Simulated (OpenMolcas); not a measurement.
## Predicting a hybrid from its neighbours: SiF4 (silicon tetrafluoride)

The species is SiF4 (5 atoms), meant as a singlet with charge 0. SMILES: `F[Si](F)(F)F`. The coordinates come from a PBE0-D4/def2-TZVP relaxation.

The vertical ionisation energy (to the doublet cation) y, in eV, basis 6-311+G(d,p); a is the functional's share of exact exchange. Programs: OpenMolcas 26.06.

| functional | program | a | y (eV) |
| --- | --- | --- | --- |
| r2SCAN | OpenMolcas | 0 | 15.01 |
| TPSS | OpenMolcas | 0 | 14.64 |
| B3LYP | OpenMolcas | 0.2 | ? |
| PBE0 | OpenMolcas | 0.25 | 15.59 |
| BHLYP | OpenMolcas | 0.5 | 16.48 |

Fit y = c + s·a to the known rows and predict B3LYP.


1. Means of the 4 rows: a = 0.1875, y = 15.430.
2. Σ(Δa)² = 0.17188, Σ(Δa·Δy) = 0.565, so the slope is 0.565/0.17188 = 3.2872.
3. Intercept: 15.430 − (3.2872) × 0.1875 = 14.814. The largest residual of the fit is 0.20.
4. B3LYP: 14.814 + (3.2872) × 0.2 = 15.47 eV.

The run gave 15.55 eV, so the prediction is off by -0.08 eV, within the scatter of the fit. The rows mix families of semi-local functionals, which the line can't see.

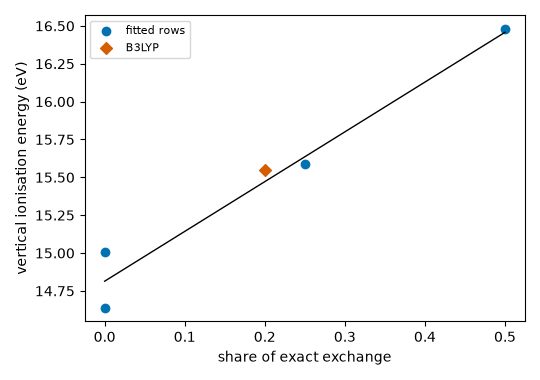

The fitted line, with the withheld row.
